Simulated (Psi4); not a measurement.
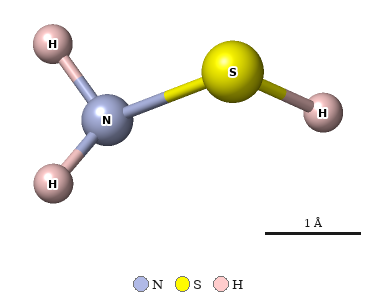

*The structure as given in the input (ball-and-stick view, seen at a tilt).*

Bond lengths as drawn: H–N 1.01 Å, H–S 1.34 Å and N–S 1.72 Å.

Molecular dynamics, with input and output: NH$_{3}$S (part 1 of 2)

NH$_{3}$S (Thiohydroxylamine), computed with wB97X-D/6-31+G*, RKS (Psi4 1.11).

The geometry comes from this level: GFN2-xTB.

### Input (run.py)
```python
import numpy as np
from ase.calculators.psi4 import Psi4
from ase.io import read
from ase import units
from ase.md.velocitydistribution import MaxwellBoltzmannDistribution, Stationary
from ase.md.verlet import VelocityVerlet

mol = read('h3ns.xyz')
calc = Psi4(atoms=mol, method='wb97x-d', basis='6-31+G*', memory='1600MB', num_threads=1, charge=0, multiplicity=1, label='h3ns')
mol.calc = calc

MaxwellBoltzmannDistribution(mol, temperature_K=100.0, rng=np.random.default_rng(862))
Stationary(mol)
dyn = VelocityVerlet(mol, 1.0 * units.fs)
def show():
    ep, ek = mol.get_potential_energy(), mol.get_kinetic_energy()
    print(f'step {dyn.nsteps:3d}  Epot {ep:14.6f}  Ekin {ek:9.6f}  Etot {ep + ek:14.6f} eV  T {mol.get_temperature():7.1f} K')
dyn.attach(show)
dyn.run(15)
```

### File h3ns.xyz
```
5
H3NS
N     -0.162760    -0.507400    -0.231700
S      0.168270     0.954370     0.610330
H      0.015040    -1.300690     0.375430
H     -1.135990    -0.524720    -0.519210
H      1.115440     1.378440    -0.234860
```

Hardware: 1 thread of Intel Xeon @ 2.50GHz (Skylake/Cascade Lake), 16 GiB of memory available, shared host.

Command:
```bash
python run.py
```

### What the program printed
```
gradient() will perform analytic gradient computation.

   => Loading Basis Set <=

    Name: 6-31+G*
    Role: ORBITAL
    Keyword: BASIS

   => WB97X-D: Empirical Dispersion <=

    Chai and Head-Gordon Dispersion Correction

        s6 =       1.000000

         ---------------------------------------------------------
                                   SCF
                              RKS Reference
                        1 Threads,   1525 MiB Core
         ---------------------------------------------------------

  ==> Geometry <==

    Molecular point group: c1
    Full point group: C1

    Geometry (in Angstrom), charge = 0, multiplicity = 1:

       Center              X                  Y                   Z               Mass
    ------------   -----------------  -----------------  -----------------  -----------------
         N           -0.259420785003    -0.981724430242    -0.545221990771    14.003074004430
         S            0.119143790745     0.488963948368     0.281932152508    31.972071174400
         H           -0.004654835953    -1.784629482165    -0.017120383480     1.007825032230
         H           -1.247518976972    -1.029517158063    -0.796663826752     1.007825032230
         H            1.076959563088     0.942759990761    -0.554678485786     1.007825032230

  Running in c1 symmetry.

  Rotational constants: A =      4.98744  B =      0.46739  C =      0.45864 [cm^-1]
  Rotational constants: A = 149519.55710  B =  14012.12853  C =  13749.72884 [MHz]
  Nuclear repulsion =   57.502375730535718

  Charge       = 0
  Multiplicity = 1
  Electrons    = 26
  Nalpha       = 13
  Nbeta        = 13

  ==> Algorithm <==

  SCF Algorithm Type is DF.
  DIIS enabled.
  MOM disabled.
  Fractional occupation disabled.
  Guess Type is SAD.
  Energy threshold   = 1.00e-08
  Density threshold  = 1.00e-08
  Integral threshold = 1.00e-12

  ==> Primary Basis <==

  Basis Set: 6-31+G*
    Blend: 6-31+G*
    Number of shells: 24
    Number of basis functions: 48
    Number of Cartesian functions: 48
    Spherical Harmonics?: false
    Max angular momentum: 2

  ==> DFT Potential <==

   => LibXC <=

    Version 7.1.2

   => Composite Functional: WB97X-D <=

    wB97X-D Hyb-GGA Exchange-Correlation Functional

    Deriv               =              1
    GGA                 =           TRUE
    Meta                =          FALSE

    Exchange Hybrid     =           TRUE
    MP2 Hybrid          =          FALSE

   => Exchange-Correlation Functionals <=

    1.0000   wB97X-D range-separated functional

   => Exact (HF) Exchange <=

    0.7780            HF,LR [omega = 0.2000]
    0.2220               HF

   => LibXC Density Thresholds  <==

    XC_HYB_GGA_XC_WB97X_D:  1.00E-14

   => Molecular Quadrature <=

    Radial Scheme          =       TREUTLER
    Pruning Scheme         =           NONE
    Nuclear Scheme         =       TREUTLER

    Blocking Scheme        =         OCTREE
    BS radius alpha        =              1
    Pruning alpha          =              1
    Radial Points          =             75
    Spherical Points       =            302
    Total Points           =         110004
    Total Blocks           =            871
    Max Points             =            256
    Max Functions          =             48
    Weights Tolerance      =       1.00E-15

   => Loading Basis Set <=

    Name: (6-31+G* AUX)
    Role: JKFIT
    Keyword: DF_BASIS_SCF

  ==> Integral Setup <==

  DFHelper Memory: AOs need 0.018 GiB; user supplied 0.977 GiB.
  SCF_SUBTYPE=INCORE selected. In-core MEM_DF algorithm will be used.
  Using in-core AOs.

  ==> MemDFJK: Density-Fitted J/K Matrices <==

    J tasked:                   Yes
    K tasked:                   Yes
    wK tasked:                  Yes
    Omega:                2.000E-01
    Memory [MiB]:              1000
    Algorithm:                 Core
    Schwarz Cutoff:           1E-12
    Mask sparsity (%):       0.0868
    Fitting Condition:        1E-10

   => Auxiliary Basis Set <=

  Basis Set: (6-31+G* AUX)
    Blend: HEAVY-AUG-CC-PVDZ-JKFIT
    Number of shells: 95
    Number of basis functions: 326
    Number of Cartesian functions: 326
    Spherical Harmonics?: false
    Max angular momentum: 3

  Cached 100.0% of DFT collocation blocks in 0.141 [GiB].

  Minimum eigenvalue in the overlap matrix is 4.3713881632E-03.
  Reciprocal condition number of the overlap matrix is 6.4056035789E-04.
    Using symmetric orthogonalization.

  ==> Pre-Iterations <==

  SCF Guess: Superposition of Atomic Densities via on-the-fly atomic UHF (no occupation information).

   -------------------------
    Irrep   Nso     Nmo
   -------------------------
     A         48      48
   -------------------------
    Total      48      48
   -------------------------

  ==> Iterations <==

                           Total Energy        Delta E     RMS |[F,P]|

   @DF-RKS iter SAD:  -454.33286291200272   -4.54333e+02   0.00000e+00
   @DF-RKS iter   1:  -454.56186889979165   -2.29006e-01   1.07214e-02 DIIS/ADIIS
   @DF-RKS iter   2:  -454.56926384517669   -7.39495e-03   1.06950e-02 DIIS/ADIIS
   @DF-RKS iter   3:  -454.68222801448672   -1.12964e-01   1.01696e-03 DIIS/ADIIS
   @DF-RKS iter   4:  -454.68342827980342   -1.20027e-03   2.01825e-04 DIIS/ADIIS
   @DF-RKS iter   5:  -454.68349940229092   -7.11225e-05   5.41544e-05 DIIS
   @DF-RKS iter   6:  -454.68350425429031   -4.85200e-06   1.10795e-05 DIIS
   @DF-RKS iter   7:  -454.68350468327509   -4.28985e-07   2.57189e-06 DIIS
   @DF-RKS iter   8:  -454.68350472366427   -4.03892e-08   6.72863e-07 DIIS
   @DF-RKS iter   9:  -454.68350472635893   -2.69466e-09   1.91945e-07 DIIS
   @DF-RKS iter  10:  -454.68350472652600   -1.67063e-10   3.82424e-08 DIIS
   @DF-RKS iter  11:  -454.68350472653214   -6.13909e-12   1.02120e-08 DIIS
   @DF-RKS iter  12:  -454.68350472653299   -8.52651e-13   1.90403e-09 DIIS
  Energy and wave function converged.

  ==> Post-Iterations <==

   Electrons on quadrature grid:
      Ntotal   =   26.0000012076 ; deviation = 1.208e-06

    Orbital Energies [Eh]
    ---------------------

    Doubly Occupied:

       1A    -89.066937     2A    -14.478076     3A     -8.084298
       4A     -6.035751     5A     -6.030678     6A     -6.023276
       7A     -1.004052     8A     -0.796180     9A     -0.598556
      10A     -0.539969    11A     -0.481754    12A     -0.348465
      13A     -0.331087

    Virtual:

      14A      0.047893    15A      0.076057    16A      0.109510
      17A      0.114619    18A      0.135051    19A      0.160097
      20A      0.182961    21A      0.187231    22A      0.202217
      23A      0.253976    24A      0.284614    25A      0.362705
      26A      0.540997    27A      0.574137    28A      0.578223
      29A      0.600610    30A      0.760553    31A      0.763710
      32A      0.844552    33A      0.846178    34A      0.951680
      35A      1.030892    36A      1.047489    37A      1.086170
      38A      1.140802    39A      1.151537    40A      1.277022
      41A      1.398543    42A      1.814228    43A      1.837096
      44A      2.132335    45A      2.410782    46A      2.531119
      47A      3.858539    48A      4.043973

    Final Occupation by Irrep:
              A
    DOCC [    13 ]
    NA   [    13 ]
    NB   [    13 ]

  @DF-RKS Final Energy:  -454.68350472653299

   => Energetics <=

    Nuclear Repulsion Energy =             57.5023757305357179
    One-Electron Energy =                -740.1454166645510213
    Two-Electron Energy =                 252.1709356825543011
    DFT Exchange-Correlation Energy =     -24.2109881734830488
    Empirical Dispersion Energy =          -0.0004113015889654
    VV10 Nonlocal Energy =                  0.0000000000000000
    Total Energy =                       -454.6835047265329877

Computation Completed

Properties will be evaluated at   0.000000,   0.000000,   0.000000 [a0]

Properties computed using the SCF density matrix

 Multipole Moments:

 ------------------------------------------------------------------------------------
     Multipole            Electronic (a.u.)      Nuclear  (a.u.)        Total (a.u.)
 ------------------------------------------------------------------------------------

 L = 1.  Multiply by 2.5417464519 to convert [e a0] to [Debye]
 Dipole X            :         -0.0077664           -0.1603604           -0.1681269
 Dipole Y            :          1.3831540           -1.7386132           -0.3554592
 Dipole Z            :          1.2413806           -1.2738685           -0.0324879
 Magnitude           :                                                    0.3945547

 ------------------------------------------------------------------------------------

	total time  =          5 seconds =       0.08 minutes

         ------------------------------------------------------------
                                   SCF GRAD
         ------------------------------------------------------------

  ==> Geometry <==

    Molecular point group: c1
    Full point group: C1

    Geometry (in Angstrom), charge = 0, multiplicity = 1:

       Center              X                  Y                   Z               Mass
    ------------   -----------------  -----------------  -----------------  -----------------
         N           -0.259420785003    -0.981724430242    -0.545221990771    14.003074004430
         S            0.119143790745     0.488963948368     0.281932152508    31.972071174400
         H           -0.004654835953    -1.784629482165    -0.017120383480     1.007825032230
         H           -1.247518976972    -1.029517158063    -0.796663826752     1.007825032230
         H            1.076959563088     0.942759990761    -0.554678485786     1.007825032230

  Nuclear repulsion =   57.502375730535718

  ==> Basis Set <==

  Basis Set: 6-31+G*
    Blend: 6-31+G*
    Number of shells: 24
    Number of basis functions: 48
    Number of Cartesian functions: 48
    Spherical Harmonics?: false
    Max angular momentum: 2

  ==> DFJKGrad: Density-Fitted SCF Gradients <==
```
